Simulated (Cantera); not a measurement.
Feed: 1 mol NaI, 19 mol H₂, 74 mol N₂, held at 0.710 Pa.

Equilibrium computed with Cantera from the NASA thermochemical tables; the gas is ideal and each condensed phase is pure. Candidate condensed phases: I₂, Na, NaI; 16 gas species. Rates play no part.

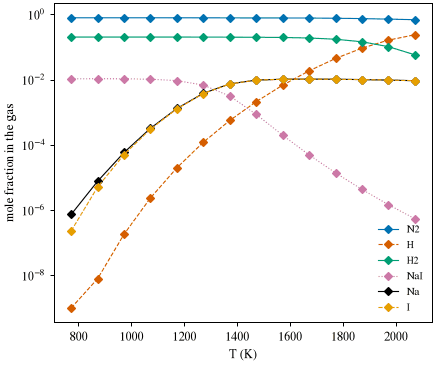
Fig. 1. Equilibrium gas composition (values under 1e-9 drawn at 1e-9)

From 773 K to 2073 K nothing is condensed. The main Na-bearing gas is NaI at 773 K and Na at 2073 K.
